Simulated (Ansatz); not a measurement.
**GeF+ (singlet): from Hartree-Fock to the top rungs at distance Ge1–F2 = 1.334 Å, cc-pVDZ**

Aim: climb from Hartree-Fock through coupled cluster and multireference methods for GeF+ (singlet) at one geometry and basis, and see what each rung misses.

Method: cc-pVDZ, core rule «outside noble gas», up to 15 orbitals frozen; program: Ansatz 0.2.0, Gaussian basis.

To be run: UHF; CCSD(T) on RHF; BCCD(T) on RHF; CISD; CCSDT(Q) on RHF; CCSDTQ on RHF; CASSCF and MRCISD+Q, 2 electrons in 2 orbitals; CASSCF and NEVPT2, 2 electrons in 2 orbitals.

41 further runs of the same task are left out: 18 for a known fault of the program, 20 that didn't finish, 3 set aside as unsound or not needed.

## (1) The system

The geometry derives from a PBE0/def2-TZVP stationary point (not a proven minimum). One bond is set to the value named and the two fragments are kept rigid. No spin-orbit coupling is included. The filled d shell of Ge may be among the frozen orbitals whatever the setting's name suggests; the logs give the count.

2 atoms, charge 1, spin multiplicity 1.

Atoms are counted from 1 here; the program's logs count them from 0.

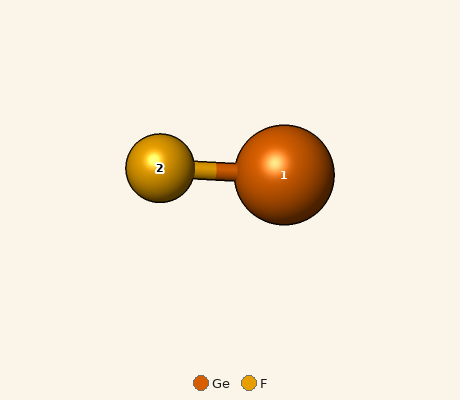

The geometry (germanium orange, fluorine amber); atoms are numbered from 1 in the order of the file.

Geometry (Å):

```xyz
2
charge 1, multiplicity 1
Ge    0.0000    0.0000    0.0000
F     0.0000    0.0000    1.3340
```

## (2) UHF

The input, in.yaml:

```yaml
crystal:
  periodic: [false, false, false]
  atoms:
    - {symbol: Ge, position_ang: [0.000000, 0.000000, 0.000000]}
    - {symbol: F, position_ang: [0.000000, 0.000000, 1.334000]}
basis:
  gaussian: {orbitals: cc-pVDZ}
total_charge: 1
magnetization: {spin_polarized: true, initial_magnetization: 0}
hamiltonian: {xc: hf}
output: {orbitals: {seedname: orbitals}}
```

Command:

```
> ansatz run in.yaml --threads 1 --pin off --events-out ev --progress --plain --max-ram 2393MiB
```

The runs that follow: CCSD(T) on RHF; BCCD(T) on RHF; CISD; CCSDT(Q) on RHF; CCSDTQ on RHF; CASSCF and MRCISD+Q, 2 electrons in 2 orbitals; CASSCF and NEVPT2, 2 electrons in 2 orbitals.

**Question.** What will the summary of the whole plan be? Wanted: RCCSDTQ below the RHF energy; RMP2 from RCCSDTQ; RCCSD from RCCSDTQ; RCCSD(T) from RCCSDTQ; RCCSDT(Q) from RCCSDTQ; NEVPT2 pair from RCCSDTQ; MRCISD+Q pair from RCCSDTQ; T1 diagnostic.

**Answer**, as computed:

| quantity | value |
| --- | --- |
| RCCSDTQ below the RHF energy | -6.8279 eV |
| RMP2 from RCCSDTQ | +451.1 meV |
| RCCSD from RCCSDTQ | +138.7 meV |
| RCCSD(T) from RCCSDTQ | +18.3 meV |
| RCCSDT(Q) from RCCSDTQ | -0.9 meV |
| NEVPT2 pair from RCCSDTQ | +468.5 meV |
| MRCISD+Q pair from RCCSDTQ | +77.1 meV |
| levels within 1 kcal/mol (43 meV) | RCCSD(T), BCCD(T), RCCSDT, RCCSDT(Q) |
| T1 diagnostic | 0.014 |

RCCSD(T) lands +18.3 meV from the yardstick (0.3 % of the correlation energy). Of the multireference levels listed MRCISD+Q pair comes nearest in total energy (+77.1 meV), which doesn't show that its space is the better one. These misses are within one basis, not against nature.
